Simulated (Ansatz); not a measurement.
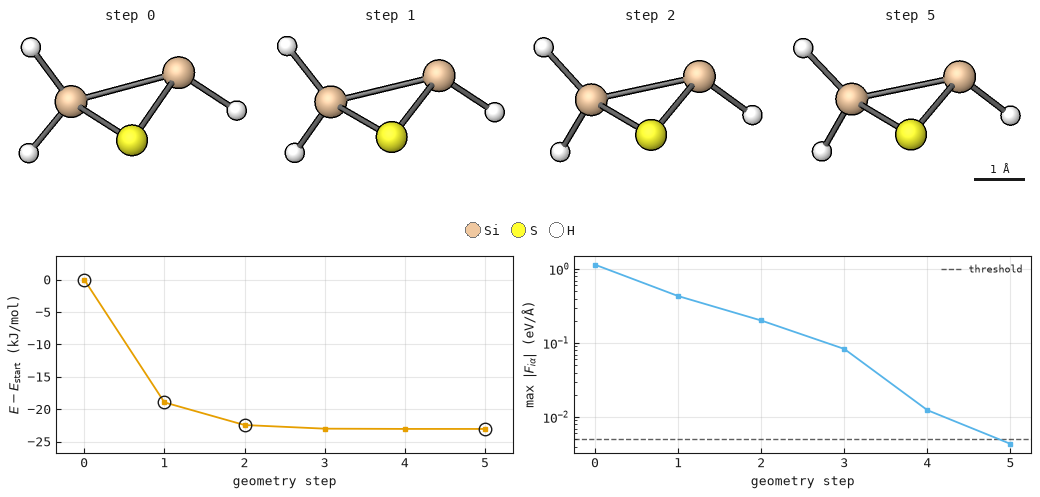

Frames of a relaxation of Si$_{2}$H$_{3}$S (multiplicity 2), marked on the history of the run. A ball-and-stick model, seen face on.

Theory: UKS PBE0-D4/def2-TZVP (Ansatz 0.2.0). (force threshold 0.005 eV/Å; at most 200 steps)

Question: What happens along the run?

Answer: An H atom moves most after the best rigid fit: 0.32 Å. Largest moves by element: H 0.32 Å, S 0.18 Å, Si 0.14 Å. Near-neighbour distances that change, for instance: S–Si 2.227 → 2.152 Å, S–Si 2.194 → 2.157 Å, Si–Si 2.280 → 2.251 Å, H–Si 1.471 → 1.498 Å. Bond angles that change, for instance: Si–Si–H 141.3° → 125.4°, Si–Si–H 108.8° → 119.8°, S–Si–H 101.6° → 111.8°. The energy falls by 23.1 kJ/mol in 5 geometry steps. The largest force component goes from 1.1 to 0.0043 eV/Å. Cost: 24 s on 2 threads of Arm Neoverse V2, on a shared host. From step 0 to 1: an H atom moves most (0.19 Å), energy −18.9 kJ/mol. From step 1 to 2: an H atom moves most (0.11 Å), energy −3.50 kJ/mol. From step 2 to 5: an H atom moves most (0.05 Å), energy −0.60 kJ/mol.

```tsv
step	E − E(0), kJ/mol	largest force component, eV/Å
0	0.00	1.1449
1	-18.95	0.4316
2	-22.45	0.2018
3	-23.01	0.0833
4	-23.05	0.0124
5	-23.05	0.0043
```
